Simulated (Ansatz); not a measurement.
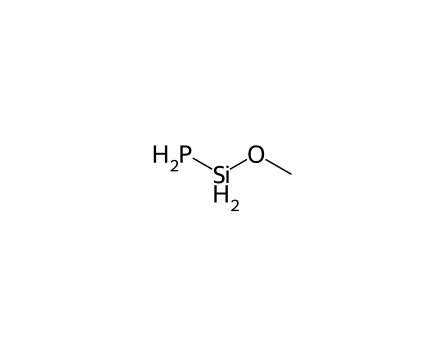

The drawing above gives the connectivity. The geometry was computed by an optimisation with PBE0-D4/def2-TZVP. No frequency run is at hand to confirm it as a minimum.

Describe the 3D structure.

Formula CH₇OPSi. Its SMILES string is `CO[SiH2]P`. It has no ring. Among its groups: Si–H bond, Si–O bond. This geometry has C1 symmetry. Coordination: 1 C tetrahedral; 1 O bent; 1 Si tetrahedral; 1 P trigonal pyramidal.

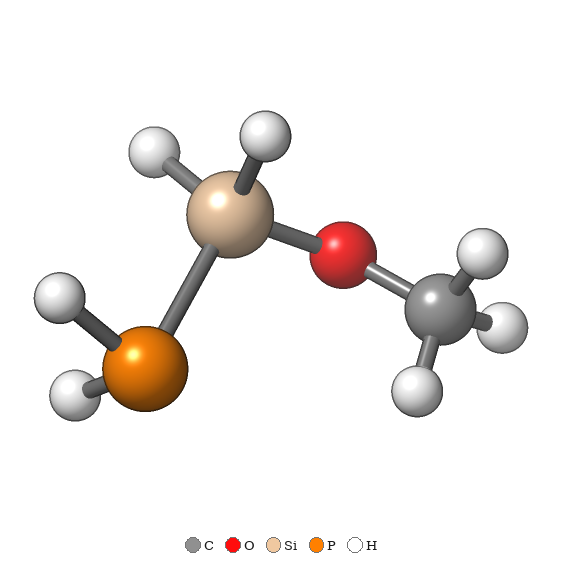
